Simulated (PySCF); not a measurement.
# Run report: C$_{5}$H$_{9}$N$_{2}$Si (charge −1), NMR shielding calculation

The run: NMR shielding calculation of C$_{5}$H$_{9}$N$_{2}$Si, charge −1, SMILES N#C[SiH-]N1CCCC1. Method and program: GIAO PBE0/pcSseg-1 NMR shielding, non-relativistic, gas phase (PySCF 2.14.0).

The geometry comes from this level: GFN2-xTB, coordinate held. Figures and captions count atoms from 1; the log counts them from 0 in places.

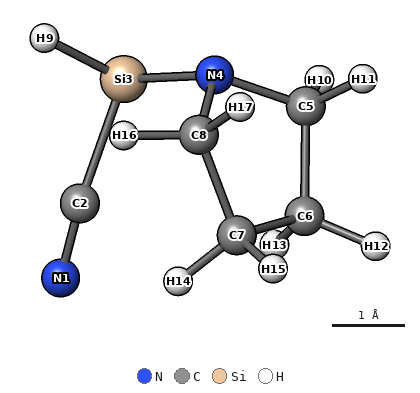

Figure 1. The structure (ball-and-stick view, seen at a tilt; atoms are numbered from 1 in the order of the input). Bond lengths as drawn: C–C 1.53 to 1.55 Å, C–H 1.09 to 1.11 Å, C–N 1.17 to 1.44 Å, C–Si 1.85 Å, H–Si 1.50 Å and N–Si 1.79 Å.

Input:
```
{"job": {"kind": "nmr", "xc": "PBE0", "basis": "pcSseg-1", "every": 1, "pop": false}, "charge": -1, "multiplicity": 1}
N      2.523244     1.377436    -1.513136
C      2.224501     0.496362    -0.811772
Si     1.776106    -1.192766    -0.196905
N      0.153548    -1.126268     0.556738
C     -0.911399    -1.161239    -0.397683
C     -1.079272     0.284080    -0.906237
C     -0.640117     1.123728     0.300377
C     -0.130451     0.064523     1.307544
H      2.577407    -1.206129     1.071452
H     -0.692952    -1.870048    -1.198878
H     -1.850200    -1.477712     0.101770
H     -2.101308     0.497600    -1.228565
H     -0.402055     0.447885    -1.745482
H      0.168177     1.800125     0.022823
H     -1.459859     1.712906     0.719845
H      0.746714     0.401383     1.862125
H     -0.933595    -0.144508     2.044400
```

The first line tells a small driver script what to run in PySCF; the rest is the geometry in Å.

Hardware: 1 CPU thread, shared host.

Launched with:
```bash
OMP_NUM_THREADS=1 python <driver script> task.json out
```

Log:
```
coarse grid: 14760 points
cycle   1  E = -594.3103194796  dE =  9.155e-01  |g| = 4.991e-01  |ddm| = 3.808e+00
cycle   2  E = -594.2566569742  dE =  5.366e-02  |g| = 7.336e-01  |ddm| = 1.545e+00
cycle   3  E = -594.3769909522  dE = -1.203e-01  |g| = 1.694e-01  |ddm| = 7.772e-01
cycle   4  E = -594.3826271395  dE = -5.636e-03  |g| = 7.469e-02  |ddm| = 1.809e-01
cycle   5  E = -594.3837579109  dE = -1.131e-03  |g| = 1.943e-02  |ddm| = 6.505e-02
cycle   6  E = -594.3838319007  dE = -7.399e-05  |g| = 7.072e-03  |ddm| = 2.636e-02
cycle   7  E = -594.3838441531  dE = -1.225e-05  |g| = 1.325e-03  |ddm| = 1.016e-02
cycle   8  E = -594.3838445477  dE = -3.946e-07  |g| = 2.913e-04  |ddm| = 1.734e-03
final grid: 138304 points
cycle   9  E = -594.4297329171  dE = -4.038e-05  |g| = 8.278e-03  |ddm| = 3.478e-02
cycle  10  E = -594.4297196461  dE =  1.327e-05  |g| = 1.118e-02  |ddm| = 1.933e-02
cycle  11  E = -594.4297496319  dE = -2.999e-05  |g| = 1.683e-03  |ddm| = 1.121e-02
cycle  12  E = -594.4297501451  dE = -5.133e-07  |g| = 7.471e-04  |ddm| = 1.508e-03
cycle  13  E = -594.4297502597  dE = -1.146e-07  |g| = 1.644e-04  |ddm| = 5.573e-04
cycle  14  E = -594.4297502650  dE = -5.270e-09  |g| = 6.389e-05  |ddm| = 2.210e-04
cycle  15  E = -594.4297502659  dE = -9.534e-10  |g| = 8.465e-06  |ddm| = 8.431e-05
```

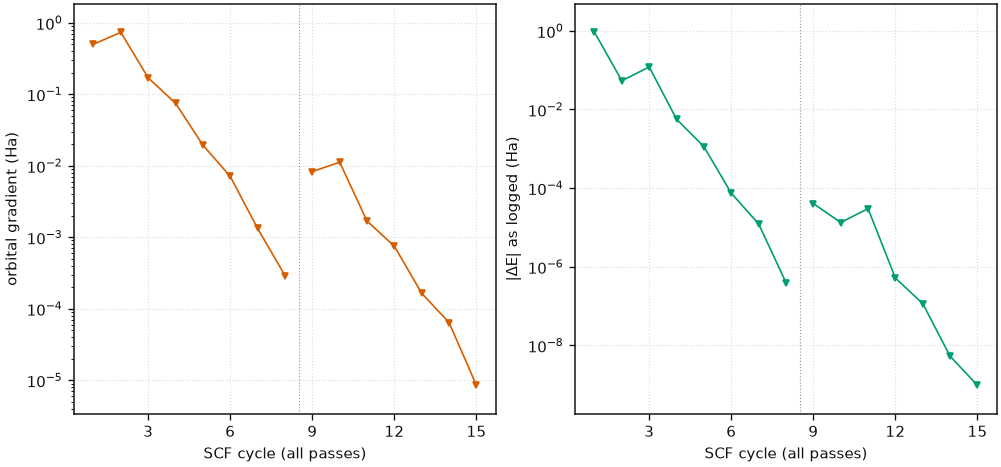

Figure 2. Convergence of the self-consistent field: orbital gradient and size of the energy change against the SCF cycle. The dotted line marks the change from a coarse to the final integration grid. The first 8 cycles use a coarse grid, the final grid takes over at cycle 9, and the field converges after 15 cycles in all.

```
converged SCF energy = -594.4297502659

GIAO shielding tensors (ppm)
atom      isotropic    diamagn.    paramagn.     s11        s22        s33       span
  0 N     -115.988     341.574    -457.562   -260.409   -222.591    135.036    395.445
  1 C       33.501     262.058    -228.557    -95.524    -89.595    285.621    381.145
  2 Si     372.687     879.305    -506.619    159.569    418.555    539.936    380.368
  3 N      204.038     324.387    -120.349    164.969    193.607    253.539     88.571
  4 C      124.032     245.789    -121.757     93.223    114.330    164.544     71.321
  5 C      158.533     250.328     -91.795    130.912    169.105    175.581     44.668
  6 C      160.805     250.669     -89.864    133.422    173.546    175.448     42.026
  7 C      121.932     245.687    -123.755     91.813    105.663    168.321     76.508
  8 H       26.812      30.344      -3.531     23.353     25.741     31.343      7.990
  9 H       28.025      30.301      -2.275     24.492     26.577     33.007      8.515
 10 H       29.217      30.581      -1.363     23.011     28.025     36.615     13.604
 11 H       30.612      31.680      -1.068     25.763     28.234     37.840     12.077
 12 H       29.442      32.762      -3.321     25.820     27.018     35.487      9.667
 13 H       28.606      33.428      -4.822     24.393     26.432     34.993     10.600
 14 H       30.780      32.130      -1.349     25.796     28.509     38.036     12.240
 15 H       27.900      31.831      -3.930     23.980     27.149     32.572      8.592
 16 H       28.480      30.782      -2.302     22.642     26.819     35.980     13.338
```

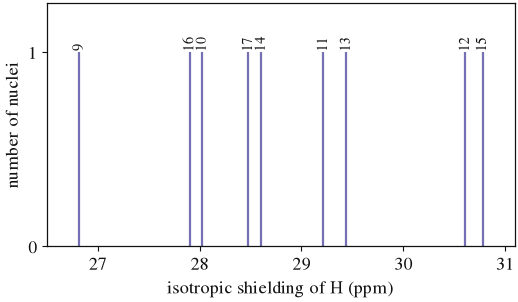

Figure 3. Isotropic shieldings of the hydrogen nuclei in this fixed geometry, labelled by atom number; shielding grows to the right, so chemical shift grows to the left. The least shielded is H9 (26.8 ppm), the most shielded H15 (30.8 ppm).

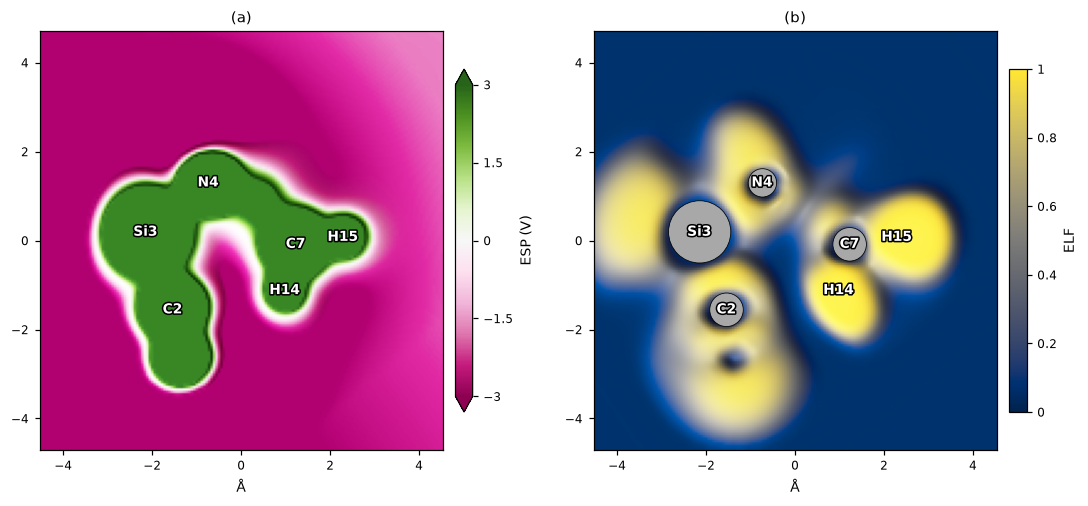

Figure 4. (a) electrostatic potential; (b) electron localisation function on the plane of atoms C2, Si3 and N4. Grey discs, where drawn, cover atomic cores. The plane passes through C, Si, N and H nuclei. Si–N (1.79 Å): the ELF peaks at about 0.90 between the atoms (a shared but strongly polarised pair). C–Si (1.85 Å): the ELF peaks at about 0.95 between the atoms, which marks a shared electron pair.

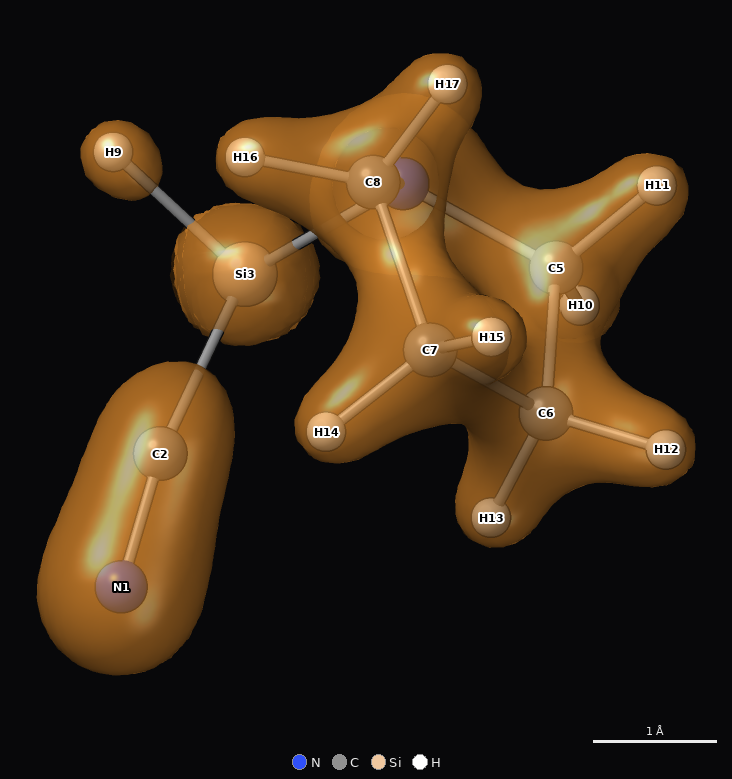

Figure 5. Isosurface of the electron density at 1 e/Å³ (orange), seen at a tilt. At this value the surface falls into four separate pieces. It is pinched off along the Si–N (1.79 Å) and C–Si (1.85 Å) contacts. On the grid the lowest density along these lines, outside the cores, is 3.2 e/Å³ (C–N, 1.17 Å), 1.6 e/Å³ (C–C, 1.53 Å), 0.77 e/Å³ (Si–N, 1.79 Å) and 0.7 e/Å³ (C–Si, 1.85 Å).

Results in brief:

- outcome: converged
- total energy: −594.429750 hartree
- HOMO: −0.38 eV
- LUMO: 4.44 eV
- isotropic shielding, N: −116.0 to 204.0 ppm
- isotropic shielding, C: 33.5 to 160.8 ppm
- isotropic shielding, Si: 372.7 ppm
- isotropic shielding, H: 26.8 to 30.8 ppm
- wall time: 33 s
- peak memory: 0.75 GiB
